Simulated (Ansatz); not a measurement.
# One shape, several levels: doublet BN+

Aim: a comparison of 6 runs (UHF/cc-pVTZ, UB3LYP/6-31G*, U-wB97X/cc-pVTZ, UB2PLYP/cc-pVTZ, UBHLYP/cc-pVTZ, RPA@PBE/cc-pVTZ) of doublet BN+. 

The calculation is run with Ansatz 0.2.0.

32 further runs of the same task are left out: 32 set aside as unsound or not needed.

## Step 1: The system as given

BN+: 2 atoms, total charge +1, spin state doublet. SMILES of the parent species: `B#N`. The shape is that of a PBE0-D4/def2-TZVP optimisation. That shape belongs to the parent species and isn't relaxed for this state.

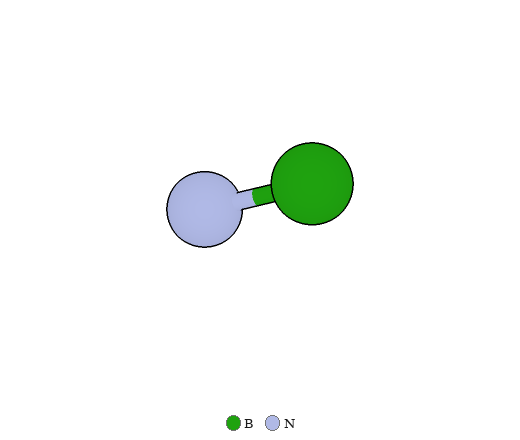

The structure, seen from a chosen angle (boron green, nitrogen light blue).

## Step 2: The energy at UHF/cc-pVTZ (run 1)

job.yaml reads:

```yaml
basis:
  gaussian:
    orbitals: cc-pVTZ
crystal:
  periodic: [false, false, false]
  atoms:
    - symbol: B
      position_ang: [-0.000000, -0.000000, -0.023520]
    - symbol: "N"
      position_ang: [0.000000, 0.000000, 1.291950]
total_charge: 1
magnetization:
  spin_polarized: true
  initial_magnetization: 1
hamiltonian:
  xc: hf
accuracy: high
output: {orbitals: {seedname: orbitals}}
```

Run with:

```bash
$ ansatz run job.yaml --threads 1 --pin off --max-ram 3480MiB --events-out events.jsonl --progress --plain --runs-dir runs
```

Log:

```text
Warning: RAYON_NUM_THREADS=1 ignored (pool sized by the plan → 1); use --threads N
Functional definition: HF
  name "HF"
  exchange = exact_x
  correlation = 0
848 factors; integrals over basis functions are off by at most 2.6e-9 eV
mean field evaluation 1: about -2130.4622 eV, gradient 3.7e1 eV
mean field evaluation 2: about -2130.4647 eV, gradient 3.7e1 eV
mean field evaluation 4: about -2137.2530 eV, gradient 3.8e0 eV
mean field evaluation 8: about -2137.4422 eV, gradient 1.1e0 eV
mean field evaluation 16: about -2139.4197 eV, gradient 3.9e-2 eV
mean field evaluation 32: about -2140.0841 eV, gradient 1.7e-1 eV
mean field evaluation 64: about -2139.8349 eV, gradient 8.8e-1 eV
mean field evaluation 96: about -2139.4463 eV, gradient 2.3e0 eV
mean field evaluation 128: about -2133.9920 eV, gradient 2.6e0 eV
mean field evaluation 160: about -2133.4825 eV, gradient 4.2e0 eV
mean field evaluation 192: about -2137.3641 eV, gradient 1.2e0 eV
mean field evaluation 224: about -2137.6346 eV, gradient 1.6e0 eV
mean field -2140.08569281 eV, -78.6466986085 hartree, gradient 1.2e-8 eV, S^2 1.758605; 6 other end points of the search recorded, 0 dependent functions left out
reference -2140.08569281 eV, -78.6466986085 hartree; 6, 5 occupied and 54, 55 virtual orbitals, 848 factors
Total energy: -2140.08569281 eV, -78.6466986085 hartree
```

Run time: 1.6 s. Hardware: 1 thread of Arm Neoverse V1, shared host; peak memory 0.096 GiB.

## Step 3: A single-point energy at UB3LYP/6-31G(d) (Cartesian functions) (run 2)

job.yaml reads:

```yaml
crystal:
  periodic: [false, false, false]
  atoms:
    - {symbol: B, position_ang: [-0.000000, -0.000000, -0.023520]}
    - {symbol: "N", position_ang: [0.000000, 0.000000, 1.291950]}
basis:
  gaussian: {orbitals: "6-31G*"}
total_charge: 1
magnetization: {spin_polarized: true, initial_magnetization: 1}
hamiltonian: {xc: {name: B3LYP}}
accuracy: high
output: {orbitals: {seedname: orbitals}}
```

Run with:

```bash
$ ansatz run job.yaml --threads 1 --pin off --max-ram 3480MiB --events-out events.jsonl --progress --plain --runs-dir runs
```

Log:

```text
Warning: RAYON_NUM_THREADS=1 ignored (pool sized by the plan → 1); use --threads N
Functional definition: B3LYP
  name "B3LYP"
  parameter a0 = 0.2
  parameter ax = 0.72
  parameter ac = 0.81
  exchange = (1 - a0 - ax)*slater_x + ax*b88_x + a0*exact_x
  correlation = (1 - ac)*vwn_rpa_c + ac*lyp_c
537 factors; integrals over basis functions are off by at most 3.5e-9 eV
mean field evaluation 1: about -2130.3574 eV, gradient 5.8e1 eV
mean field evaluation 2: about -2024.9488 eV, gradient 1.2e2 eV
mean field evaluation 4: about -2147.7379 eV, gradient 1.4e1 eV
mean field evaluation 8: about -2148.7378 eV, gradient 5.5e-1 eV
mean field evaluation 16: about -2148.8970 eV, gradient 1.1e-2 eV
mean field evaluation 32: about -2148.7205 eV, gradient 2.8e0 eV
mean field evaluation 64: about -2148.8964 eV, gradient 2.3e-1 eV
mean field -2149.11975916 eV, -78.9786944235 hartree, gradient 1.5e-8 eV, S^2 1.660640; 7 other end points of the search recorded, 0 dependent functions left out
reference -2149.11978248 eV, -78.9786952803 hartree; 6, 5 occupied and 24, 25 virtual orbitals, 537 factors
Total energy: -2149.11978248 eV, -78.9786952803 hartree
```

It took 6 s on 1 thread of Arm Neoverse V1, shared host; peak memory 0.097 GiB.

Runs 3 to 5 aren't shown in full; the table further down has their settings and results.

## Step 4: A single-point energy at RPA@PBE/cc-pVTZ (run 6)

job.yaml reads:

```yaml
crystal:
  periodic: [false, false, false]
  atoms:
    - symbol: B
      position_ang: [-0.000000, -0.000000, -0.023520]
    - symbol: N
      position_ang: [0.000000, 0.000000, 1.291950]
basis:
  gaussian: {orbitals: cc-pVTZ}
magnetization: {spin_polarized: true, initial_magnetization: 1}
total_charge: 1
hamiltonian: {xc: {name: PBE}}
accuracy: high
correlation: {method: rpa, frozen_orbitals: {B: 1, "N": 1}}
```

Run with:

```bash
$ ansatz run job.yaml --threads 1 --pin off --max-ram 3480MiB --events-out events.jsonl --progress --plain --runs-dir runs
```

Log:

```text
Warning: RAYON_NUM_THREADS=1 ignored (pool sized by the plan → 1); use --threads N
Functional definition: PBE
  name "PBE"
  parameter kappa = 0.804
  parameter beta = 0.06672455060314922
  exchange = pbe_x(kappa = kappa, mu = beta*pi^2/3)
  correlation = pbe_c(beta = beta)
848 factors; integrals over basis functions are off by at most 2.6e-9 eV
mean field evaluation 1: about -2124.2418 eV, gradient 6.9e1 eV
mean field evaluation 2: about -2124.2388 eV, gradient 6.9e1 eV
mean field evaluation 4: about -2141.4182 eV, gradient 2.5e1 eV
mean field evaluation 8: about -2146.7126 eV, gradient 1.1e0 eV
mean field evaluation 16: about -2146.7748 eV, gradient 3.8e-1 eV
mean field evaluation 32: about -2146.8512 eV, gradient 2.4e-8 eV
mean field evaluation 64: about -2146.7916 eV, gradient 2.5e0 eV
mean field evaluation 96: about -2144.9669 eV, gradient 2.3e-2 eV
mean field evaluation 128: about -2146.6936 eV, gradient 9.1e-1 eV
mean field evaluation 160: about -2146.7608 eV, gradient 5.0e-1 eV
mean field evaluation 192: about -2146.4468 eV, gradient 1.1e0 eV
mean field evaluation 224: about -2092.8949 eV, gradient 3.7e1 eV
mean field -2146.85123930 eV, -78.8953278561 hartree, gradient 2.4e-8 eV, S^2 1.312159; 18 other end points of the search recorded, 0 dependent functions left out
2 core orbitals not correlated: weight in the atoms' cores, before any rotation towards them, 1.000 or more for the frozen orbitals, at most 0.000 for the correlated occupied ones
reference -2137.87771925 eV, -78.5655570768 hartree; 4, 3 occupied and 54, 55 virtual orbitals, 848 factors
Total energy: -2148.47370771 eV, -78.9549524706 hartree
```

It took 13 s on 1 thread of Arm Neoverse V1, shared host; peak memory 0.17 GiB.

## Step 5: Overview of the runs

| run | level | Cartesian functions | frozen core orbitals | energy (Eh) | HOMO energy (eV) | LUMO energy (eV) | ⟨S²⟩ | wall time |
| --- | --- | --- | --- | --- | --- | --- | --- | --- |
| 1 | UHF/cc-pVTZ | no | – | -78.646699 | -22.30 | -9.26 | 1.759 | 1.6 s |
| 2 | UB3LYP/6-31G* (Cartesian functions) | yes | – | -78.978695 | -17.84 | -15.21 | 1.661 | 6 s |
| 3 | U-wB97X/cc-pVTZ | no | – | -78.974302 | -20.49 | -12.28 | 1.754 | 80 s |
| 4 | UB2PLYP/cc-pVTZ | no | 2 | -78.936508 | -19.63 | -12.70 | 1.755 | 7.5 s |
| 5 | UBHLYP/cc-pVTZ | no | – | -78.975563 | -19.56 | -13.21 | 1.755 | 6.6 s |
| 6 | RPA@PBE/cc-pVTZ | no | 2 | -78.954952 | – | – | 1.312 | 13 s |

## Step 6: Summary of results

| quantity | value |
| --- | --- |
| run 6: total energy | -78.95495 Eh |
| run 6: RPA correlation energy (valence) | -389.4 mEh |
| run 6: ⟨S²⟩ of the reference determinant | 1.312 |

Totals of different functionals can't be ranked against each other. Spin contamination of the reference: run 1 ⟨S²⟩ = 1.76, run 4 ⟨S²⟩ = 1.76, run 5 ⟨S²⟩ = 1.75, run 3 ⟨S²⟩ = 1.75, run 2 ⟨S²⟩ = 1.66, run 6 ⟨S²⟩ = 1.31. Where it is this large, the reference is a mixture of spin states, and values that rest on it are in doubt. All runs together took 1.9 min, the longest 80 s.
